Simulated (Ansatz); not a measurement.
# Fields on a plane of TiTe2 (CdI2 type)

```yaml
crystal:
  lattice:
    - [3.78396, 0.00000, 0.00000]
    - [-1.89198, 3.27701, 0.00000]
    - [0.00000, 0.00000, 6.60161]
  atoms:
    - { symbol: Ti, position: [0.00000, 0.00000, 0.00000] }
    - { symbol: Te, position: [0.33333, 0.66667, 0.25685] }
    - { symbol: Te, position: [0.66667, 0.33333, 0.74315] }
```

The slice is a (0001) plane (indices of the conventional cell) through the point (0.667, 0.333, 0.743) (fractional), spanned by u = [110] and v = [1 -1 0] in vectors of this cell: u (3.78 Å) and v (6.55 Å, at 90° to u). It covers one period; positions are fractions (u, v).

Atoms on it: Te at (0.00, 0.00); Te at (0.50, 0.50).

Method: r2SCAN+rVV10 (plane waves to 500 eV, PAW, scalar-relativistic; Ansatz, a first-principles code). k mesh 14×14×7. Near the nuclei the fields are pseudised (PAW); where an atom keeps semicore shells as valence, they peak there. Spin-orbit coupling is left out, though Te is heavy. TiTe2 is run without spin polarisation. TiTe2 was relaxed with its symmetry unable to fall.

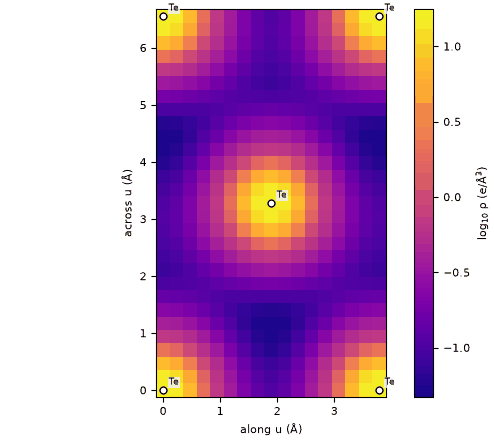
Log₁₀ of the valence density in e/Å³, one period of the plane, atoms marked. The scale is logarithmic, as a density can span decades between atoms and voids.

```
|xxxxx *%%%* xxxx|
|xxxx :*%%%*: xxx|
|xxxx =#%%%#= xxx|
|xx  =*#%%%#*=  x|
|  :=*%%%%%%%*=: |
|+**#%%%%%%%%%#**|
|%%%@%%%###%%%@%%|
|@@@@%#*+++*#%@@@|
|@@@%#=:   :=#%@@|
|@@%#=  xxx  =#%@|
|@@%+ xxxxxxx +%@|
|@%#: xxxxxxx :#%|
|@%* xxxxxxxxx *%|
|%%+ xxxxxxxxx +%|
|%%* xxxxxxxxx *%|
|%%*: xxxxxxx :*%|
|%%#= xxxxxxx =#%|
|%%#*=  xxx  =*#%|
|%%%%*=:   :=*%%%|
|%%%%%#**+**#%%%%|
|##%%%@%%%%%@%%%#|
|++*#%@@@@@@@%#*+|
|  :=#%@@@@@%#=: |
|xx  =#%@@@%#=  x|
|xxxx +%@@@%+ xxx|
|xxxx :#%@%#: xxx|
|xxxxx *%@%* xxxx|
|xxxxx +%%%+ xxxx|
```
Scale: ten equal steps from -3.00 (start of ' ') to 5.55 (end of '@'), in the order ' .:-=+*#%@'. Values: electrostatic potential energy of an electron, from the cell's mean, in eV. The map has 16 points along u (one character each, u = 0 at the left) and 28 along v (v = 0 in the bottom row). Points within 1 Å of a nucleus are blanked (x), as the pseudised field means little there. Values under -3 eV are set to -3. The zero, the cell's mean, hangs on the PAW cores.
